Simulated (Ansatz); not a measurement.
# C3H2ClF (SMILES FC1=CC1Cl) at HSE06/def2-SVP

What is the energy change on altering one bond length of C3H2ClF at HSE06/def2-SVP? 

Program for the calculation: Ansatz 0.2.0.

70 further runs of the same task are left out: 70 set aside as unsound or not needed. Runs told in other sessions of the task aren't counted.

## 1. Starting point

The species is C3H2ClF (7 atoms), meant as a singlet with charge 0. As SMILES, `FC1=CC1Cl`. The shape is that of a PBE0-D4/def2-TZVP optimisation.

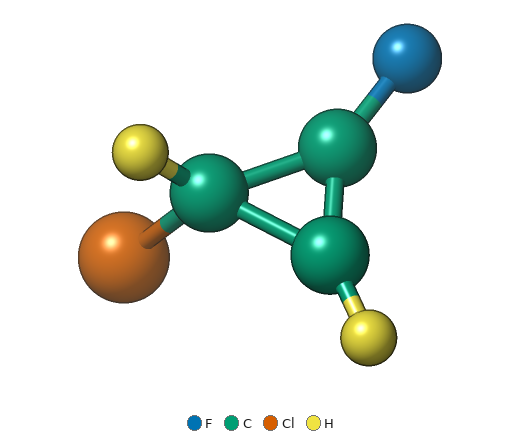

The structure, seen from a chosen angle (fluorine blue, carbon teal, chlorine orange, hydrogen yellow).

## 2. The energy at HSE06/def2-SVP

run.yaml reads:

```yaml
basis:
  gaussian: {orbitals: def2-SVP}
crystal:
  periodic: [false, false, false]
  atoms:
    - {symbol: F, position_ang: [0.416000, -2.094500, -0.334400]}
    - {symbol: C, position_ang: [0.254800, -0.851400, 0.006900]}
    - {symbol: C, position_ang: [0.154700, 0.033300, 0.937200]}
    - {symbol: C, position_ang: [0.000700, 0.474100, -0.491600]}
    - {symbol: Cl, position_ang: [-1.623600, 0.912000, -1.122900]}
    - {symbol: H, position_ang: [0.123900, 0.365700, 1.959300]}
    - {symbol: H, position_ang: [0.734800, 1.092800, -1.000200]}
hamiltonian: {xc: hse06}
total_charge: 0
output: {orbitals: {seedname: orbitals}}
accuracy: high
```

The run is started by

```
$ ansatz run run.yaml --threads 1 --pin off --max-ram 2610MiB --events-out events.jsonl --progress --plain --runs-dir runs
```

The log of the run:

```text
Warning: RAYON_NUM_THREADS=1 ignored (pool sized by the plan → 1); use --threads N
Functional definition: HSE06
  name "HSE06"
  parameter a = 0.25
  parameter omega = 0.11/bohr
  exchange = pbe_x - a*pbe_x_sr(omega) + a*exact_x_sr(omega)
  correlation = pbe_c
1846 factors; integrals over basis functions are off by at most 3.8e-9 eV
85 factors; integrals over basis functions are off by at most 1.4e-9 eV
mean field evaluation 1: about -18357.0893 eV, gradient 3.9e1 eV
mean field evaluation 2: about -18354.6266 eV, gradient 4.9e1 eV
mean field evaluation 4: about -18360.6764 eV, gradient 2.7e0 eV
mean field evaluation 8: about -18360.9298 eV, gradient 5.6e-1 eV
mean field evaluation 16: about -18360.9305 eV, gradient 5.7e-5 eV
mean field -18360.93052638 eV, -674.7517513589 hartree, gradient 4.1e-8 eV, S^2 0.000000; 0 other end points of the search recorded, 0 dependent functions left out
reference -18360.93052860 eV, -674.7517514402 hartree; 23, 23 occupied and 61, 61 virtual orbitals, 1846 factors
Total energy: -18360.93052860 eV, -674.7517514402 hartree
```

Wall time 3.6 s (1 thread of Intel Xeon 6975P-C (Granite Rapids), shared host); peak memory 0.28 GiB.

## 3. The distorted shape at the same level

input.yaml reads:

```yaml
crystal:
  periodic: [false, false, false]
  atoms:
    - {symbol: F, position_ang: [0.195757, -2.280121, -0.181811]}
    - {symbol: C, position_ang: [0.034557, -1.037021, 0.159489]}
    - {symbol: C, position_ang: [-0.065543, -0.152321, 1.089789]}
    - {symbol: C, position_ang: [-0.219543, 0.288479, -0.339011]}
    - {symbol: Cl, position_ang: [-1.843843, 0.726379, -0.970311]}
    - {symbol: H, position_ang: [-0.096343, 0.180079, 2.111889]}
    - {symbol: H, position_ang: [0.734800, 1.092800, -1.000200]}
basis:
  gaussian: {orbitals: def2-SVP}
total_charge: 0
hamiltonian: {xc: {name: HSE06}}
accuracy: high
output: {orbitals: {seedname: orbitals}}
```

The run is started by

```
$ ansatz run input.yaml --threads 1 --pin off --max-ram 2610MiB --events-out events.jsonl --progress --plain --runs-dir runs
```

The log of the run (excerpt; [...] marks lines left out):

```text
Warning: RAYON_NUM_THREADS=1 ignored (pool sized by the plan → 1); use --threads N
[... 6 set-up lines as earlier in the session ...]
1844 factors; integrals over basis functions are off by at most 3.7e-9 eV
87 factors; integrals over basis functions are off by at most 2.5e-9 eV
mean field evaluation 1: about -18356.2149 eV, gradient 3.8e1 eV
mean field evaluation 2: about -18353.4849 eV, gradient 4.9e1 eV
mean field evaluation 4: about -18359.7372 eV, gradient 2.5e0 eV
mean field evaluation 8: about -18359.9782 eV, gradient 5.8e-1 eV
mean field evaluation 16: about -18359.9789 eV, gradient 9.0e-5 eV
mean field -18359.97891976 eV, -674.7167804606 hartree, gradient 6.7e-8 eV, S^2 0.000000; 0 other end points of the search recorded, 0 dependent functions left out
reference -18359.97892218 eV, -674.7167805494 hartree; 23, 23 occupied and 61, 61 virtual orbitals, 1844 factors
Total energy: -18359.97892218 eV, -674.7167805494 hartree
```

Run time: 3.9 s. Hardware: 1 thread of Intel Xeon 6975P-C (Granite Rapids), shared host; peak memory 0.29 GiB.

## 4. What came out

Level: HSE06/def2-SVP.

| quantity | value |
| --- | --- |
| first shape: total energy | -674.75175 Eh |
| first shape: HOMO energy | -7.58 eV |
| first shape: LUMO energy | -0.35 eV |
| first shape: HOMO–LUMO gap | 7.22 eV |
| distorted shape: total energy | -674.71678 Eh |
| distorted shape: HOMO energy | -7.56 eV |
| distorted shape: LUMO energy | -0.44 eV |
| distorted shape: HOMO–LUMO gap | 7.11 eV |
| energy change with the C4–H7 bond stretched from 1.086 to 1.412 Å | 0.952 eV |

What this shows: With the C4–H7 bond stretched from 1.086 to 1.412 Å the energy rises by 0.95 eV (91.8 kJ/mol). The first shape isn't relaxed at this level, so the change isn't measured from a minimum.
